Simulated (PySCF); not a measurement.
# RuCl₂: relaxation and vibrations of the triplet

Where does triplet RuCl₂ go from a bent start, is the end point a minimum, and what are its modes, charges and moments?

Computed with PySCF 2.14.0. Level: PBE0, basis Ru def2-TZVP with ECP28, Cl def2-TZVP, scalar-relativistic core potentials, no spin–orbit coupling, density fitting.

**1. The system as given**

3 atoms, charge 0, spin multiplicity 3.

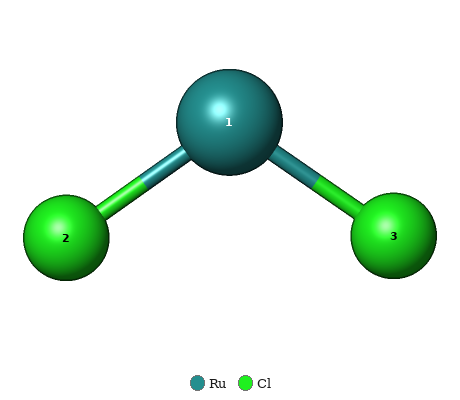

Start geometry, drawn with ruthenium teal, chlorine green; atoms are numbered from 1 in the order of the file.

Coordinates in bohr (charge 0 multiplicity 3):
```
Ru    0.0000    0.0000    0.0000
Cl    3.4675    0.0000    2.4279
Cl   -3.4675    0.0000    2.4279
```

**2. The SCF at the typed geometry**

The steps below are one call of a driver around PySCF. For each, scf.py gives the equivalent set-up of the SCF; relaxations use the driver's own optimiser. After this first run the driver tries any further starts and a stability analysis.

Contents of scf.py:

```python
from pyscf import gto, scf, dft
mol = gto.M(atom='''
Ru     0.000000     0.000000     0.000000
Cl     1.834900     0.000000     1.284800
Cl    -1.834900     0.000000     1.284800''',
    basis={'Ru': 'def2-TZVP', 'Cl': 'def2-TZVP'},
    ecp={'Ru': 'def2-TZVP'},
    charge=0, spin=2)
mf = dft.UKS(mol, xc='PBE0')
mf.grids.atom_grid = (50, 194)
aux = {'Ru': 'def2-universal-JKFIT', 'Cl': 'def2-universal-JKFIT'}
mf = mf.density_fit(auxbasis=aux)
mf.conv_tol = 1e-08
mf.diis_space = 10
mf.max_cycle = 60
mf.init_guess = 'minao'
mf.verbose = 4
mf.kernel()
```

Run with:

```sh
> OMP_NUM_THREADS=4 python axn.py task.json out
```

The runs that follow: Relaxation: bent start, triplet; Hessian and properties.

What does the calculation give? Wanted: minimum; geometry; wavenumbers; dipole moment; highest occupied, lowest empty level; polar-tensor charge of Ru1; zero-point energy; atomisation energy; ⟨S²⟩.

The runs gave:

| quantity | value |
| --- | --- |
| minimum | broken-symmetry (Ms = 1), D∞h |
| geometry | Ru–Cl 2.218 Å (×2); Cl–Ru–Cl 180.0° |
| wavenumbers (cm⁻¹) | 67, 70, 368, 430 |
| dipole moment | 0.00 D |
| highest occupied, lowest empty level (either spin) | -8.00, -4.69 eV |
| polar-tensor charge of Ru1 | +1.24 e |
| zero-point energy | 5.6 kJ/mol |
| entropy at 298.15 K | 297.4 J/(mol K) |
| atomisation energy (no zero-point energy) | 666 kJ/mol |
| ⟨S²⟩ | 2.959 |

What this shows: From C2v at the start the molecule goes to a D∞h minimum. The determinant is spin-contaminated (⟨S²⟩ = 2.96 against 2.00), so it is no pure spin state. In the infrared the band at 430 cm⁻¹ (stretch) leads. The dipole vanishes although Ru1 carries +1.2 e by the polar tensor: the bond dipoles cancel. The first SCF alone would have been 52 kJ/mol too high. Other starts or spin states, not run here, may lie lower. The SCF density has lower symmetry than the nuclear frame. One determinant may miss the lowest occupation of an open d or f shell.
